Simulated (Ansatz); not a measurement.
## Abstraction of Br: C4H9Br + CH3Mg → C4H9 + Mg(CH3)Br

Species: C4H9Br (2-bromo-2-methylpropane) `CC(C)(C)Br`, singlet; CH3Mg `[CH3][Mg]`, doublet; C4H9 `C[C](C)C`, doublet; Mg(CH3)Br, singlet. A radical takes Br: the energy is the difference in strength between the C–Br bond broken and the Mg–Br bond made.

Shapes, held fixed at every level: PBE0-D4/def2-TZVP. Programs: Ansatz 0.2.0. The zero-point and thermal change to 298 K, harmonic and unscaled (PBE0-D4/def2-TZVP), is -5.3 kJ/mol.

```tsv
level	kind	ΔH(298 K) (kJ/mol)	less CCSD(T)/def2-TZVPP
BHLYP-D4/def2-TZVPP	global hybrid	-142.4	-27.2
PBE0-D4/def2-TZVPP	global hybrid	-125.1	-9.9
wB97M-V/def2-TZVPP	range-separated hybrid	-131.8	-16.6
CCSD(T)/def2-SVP	coupled cluster or CI	-133.1	-17.9
CCSD/def2-SVP	coupled cluster or CI	-141.8	-26.6
CCSD/def2-TZVPP	coupled cluster or CI	-125.7	-10.5
CCSD(T)/def2-TZVPP	coupled cluster or CI	-115.2	0.0
```

The highest level, CCSD(T)/def2-TZVPP, gives ΔH(298 K) = -115.2 kJ/mol; the levels span -142.4 to -115.2. The column of differences is taken from that level and isn't an error. No measured value is set beside it here. Open shells run unrestricted unless RO is named. Relativity is left out for Br unless named. Correlated rows may include outer-core shells of Br, Mg, which these sets cover unevenly.

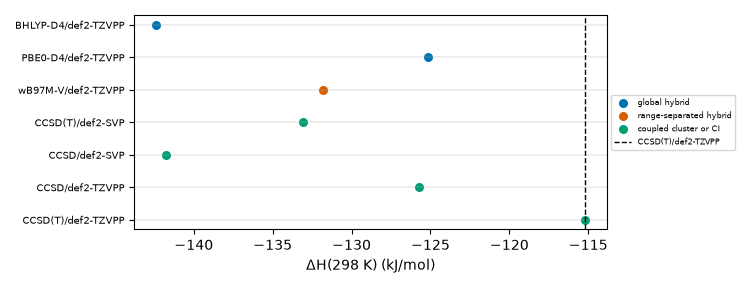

The values of the table, level by level.
